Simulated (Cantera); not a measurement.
Feed: 1 mol H₂O, 0.0068 mol SO₂, 0.6 mol N₂, 2.9 mol O₂, equilibrated at 1 atm.

Method: chemical equilibrium by Gibbs-energy minimisation in Cantera with the NASA 1993 tables (ideal gas, pure condensed phases). Candidate condensed phases: H₂O, H₂SO₄, S; 60 gas species. Ions and electrons are included (thermal ionisation). Equilibrium is a limit: real reactors are often held back by kinetics, nucleation or transport.

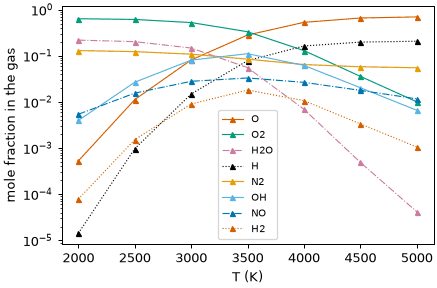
Equilibrium gas composition (values under 1e-9 drawn at 1e-9)

From 2000 K to 5000 K nothing is condensed.
